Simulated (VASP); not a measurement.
Band structure of MnS₂. Method: PBE GGA, VASP's PBE PAW potentials (set 64) (plane waves; VASP).

The cell holds a wide vacuum, so values per volume refer to the whole cell. The moments were started parallel, and other spin orders were not tried in this run.

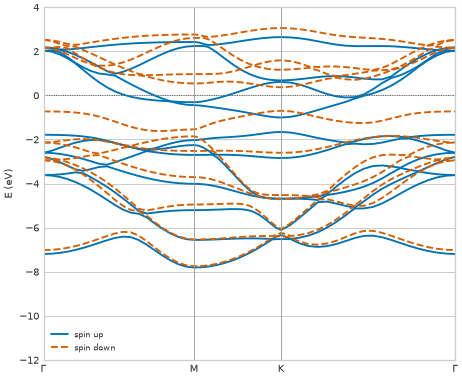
Figure: Bands along high-symmetry lines, zero at the valence-band maximum or, without a gap, the Fermi level

Task: Read the plot: is there a gap, and where are the band edges?

Result: It has no gap at this level: it comes out as a metal or semimetal.

The cell is a sheet with vacuum, built from a generated structure.
